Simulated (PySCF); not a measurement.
**C$_{2}$H$_{8}$OSi$_{2}$ (SMILES [SiH3]C[C]O[SiH3]): density, localisation and related maps**

The calculation's input:

```
{"job": {"kind": "nmr", "xc": "PBE0", "basis": "pcSseg-2"}, "charge": 0, "multiplicity": 1}
C      1.342142     0.158258    -0.318028
O      0.910423     1.396885    -0.286030
Si    -0.625471     2.137647    -0.544823
C      0.291049    -0.831700    -0.570451
Si     0.043352    -1.614018     1.163048
H     -1.095625     1.900133    -1.939427
H     -1.623620     1.617801     0.433890
H     -0.365872     3.579471    -0.313367
H     -0.684965    -0.491765    -0.982647
H      0.682615    -1.677994    -1.158283
H      1.238141    -2.408938     1.553550
H     -1.149224    -2.509516     1.062489
H     -0.233095    -0.554492     2.176023
```

Command:

```sh
OMP_NUM_THREADS=1 python cluster_run.py task.json out
```

Geometry: PBE0-D3(BJ)/def2-SVP.

The calculation used PBE0/pcSseg-2, SCF density, gas phase, non-relativistic in PySCF 2.14.0.

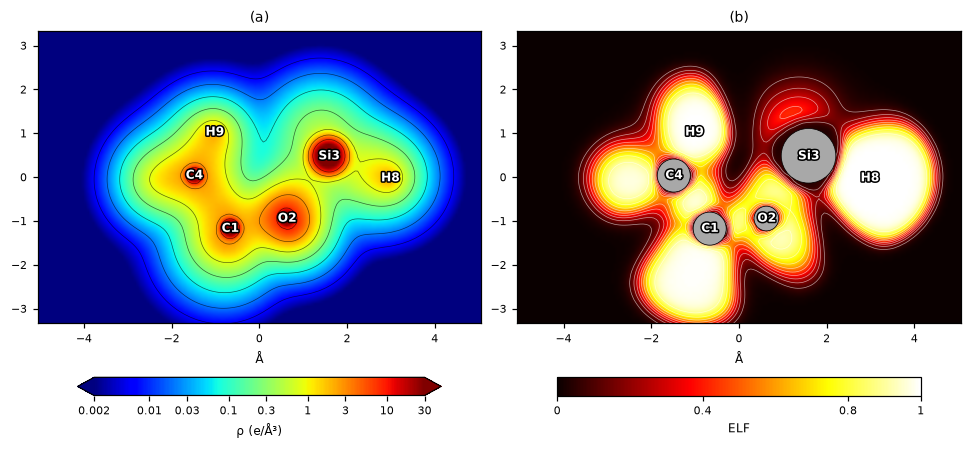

Figure 1. (a) electron density; (b) electron localisation function on the plane of atoms O2, Si3 and H8. Grey discs cover the atomic cores in the ELF map.

What does the map show?

- Atoms in the plane: C, O, Si and H.
- C–O (1.31 Å): ρ is about 2.6 e/Å³ halfway; the ELF peaks at about 0.85 between the atoms; a polar covalent bond.
- C–C (1.47 Å): ρ at the midpoint is about 1.9 e/Å³; the ELF peaks at about 0.95 between the atoms (a shared electron pair).
- Si–O (1.72 Å): ρ at the midpoint is about 1 e/Å³; the ELF peaks at about 0.85 between the atoms: a shared but strongly polarised pair.
- C–H (1.11 Å): ρ at the midpoint is about 1.9 e/Å³; the ELF climbs to about 1 towards the hydrogen, as it does in any bond to H; an ordinary covalent bond to hydrogen.
- Si–H (1.48 Å): ρ at the midpoint is about 0.85 e/Å³; the ELF climbs to about 1 towards the hydrogen.
- The ELF also peaks beside C1 and O2, away from the bonds: lone-pair regions.

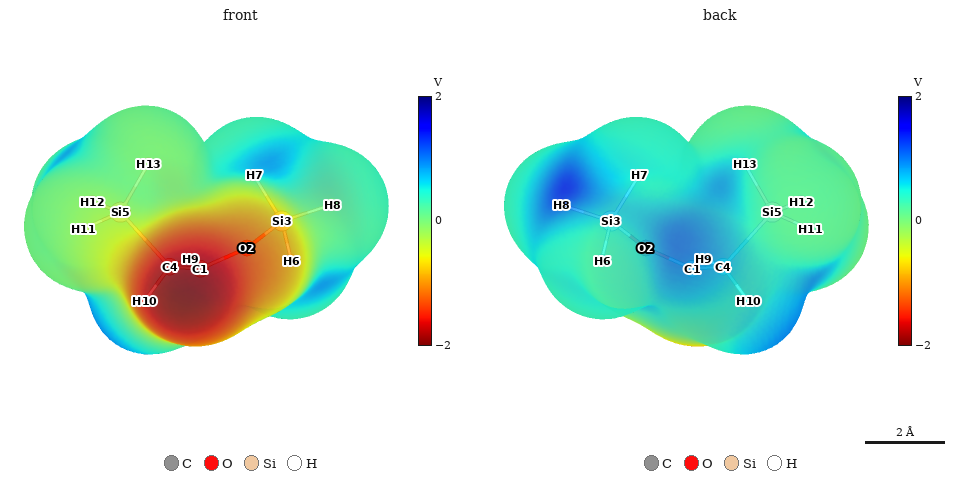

Figure 2. The molecular electrostatic potential painted on the density surface at 0.001 e/bohr³, seen from the front and from behind; the colour scale runs from red (negative) to blue (positive).

Describe the electrostatic potential map.

The most negative region (about −1.9 V) lies over C1, the most positive (about +1.3 V) over Si3.

What dipole moment does the calculation give?

Its dipole moment is 3.08 D.
